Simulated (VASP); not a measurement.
Band structure of BP (zinc blende). These are revPBE GGA, VASP's PBE PAW potentials (set 64) (plane waves; VASP) values and carry that method's errors.

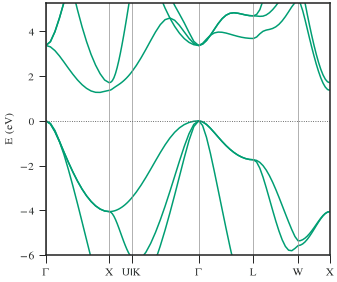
*Bands along high-symmetry lines, zero at the valence-band maximum or, without a gap, the Fermi level*

Read the plot: is there a gap, and where are the band edges?

The gap is indirect, 1.27 eV, from the valence maximum at Γ to the conduction minimum at Γ-X at 0.86. (Edges off the drawn lines would not show.)

The compound is BP in the zinc blende structure. It was relaxed first.
